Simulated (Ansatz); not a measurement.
# Effort and miss along a sweep of kpoints.mp_grid.grid: WSi2 (I4/mmm, 3 atoms in the cell)

```
WSi2
1.0
   -1.64448     1.64448     4.01131
    1.64448    -1.64448     4.01131
    1.64448     1.64448    -4.01131
Si W
2 1
Direct
  0.66500   0.66500   0.00000
  0.33500   0.33500   0.00000
  0.00000   0.00000   0.00000
```

Method of the run: LDA (PW92), PAW files made with PBE (plane waves; Ansatz, a quantum-chemistry and plane-wave program).

Base settings: basis.ecutwfc = 420 eV; kpoints.mp_grid.grid = 10 10 10; hamiltonian.xc = lda; hamiltonian.pseudopotentials = {kind: paw} (an earlier, softer set of the program's PAW files); scf.occupations.method = cold; scf.occupations.width = 0.272 eV.

Misses are taken against the tightest run, 34 34 34, which need not be fully converged itself. The energy is the free energy per atom.

The count of work is k-points × plane waves × bands × iterations; it is no time, and leaves out set-up, grids and terms that scale otherwise. 

The starting cell has typed, rounded lattice constants, without a prior relaxation at this level. Its lattice was rescaled by a random factor within 2.5 % of one. Spin polarisation is off. In the base run, with a pressure of about -19 GPa the cell is away from its equilibrium volume at this level. Ansatz's pressure includes its estimate of the finite-basis (Pulay) stress.

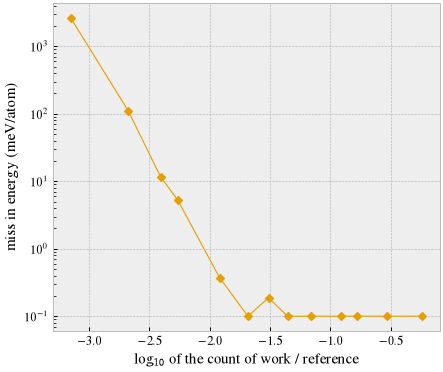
Figure. Miss against the count of work; the reference run is not drawn, and misses under 0.1 meV/atom are drawn there.

```tsv
kpoints.mp_grid.grid	energy less reference (meV/atom)	pressure less reference (GPa)	largest difference in the force on any atom (eV/Å)	count of work / reference
1 1 1	2634.14	27.68	0.541	0.00070
3 3 3	110.82	2.07	0.375	0.0021
4 4 4	11.59	0.22	0.134	0.0039
5 5 5	5.29	-0.02	0.014	0.0054
7 7 7	0.37	0.00	0.038	0.012
8 8 8	-0.01	0.03	0.008	0.021
10 10 10	0.19	0.02	0.003	0.031
11 11 11	0.05	0.01	0.005	0.044
13 13 13	-0.02	0.00	0.001	0.069
16 16 16	-0.03	0.00	0.000	0.12
19 19 19	0.01	0.00	0.000	0.17
22 22 22	0.00	0.00	0.000	0.29
28 28 28	0.00	0.00	0.000	0.58
34 34 34	0.00	0.00	0.000	1.0
```

Coarsest setting among those run that, with all tighter ones, holds the energy within 20 meV/atom of the reference: 4 4 4, off by 12 meV/atom; it needs 0.0039 of the reference's count of work.

Coarsest setting among those run that, with all tighter ones, holds the energy within 10 meV/atom of the reference: 5 5 5, off by 5.3 meV/atom; it needs 0.0054 of the reference's count of work.

The step from 5 5 5 to 10 10 10: it takes the miss in the energy from 5.3 to 0.19 meV/atom, for 5.7 times the count of work.

Keys are those of Ansatz 0.2.
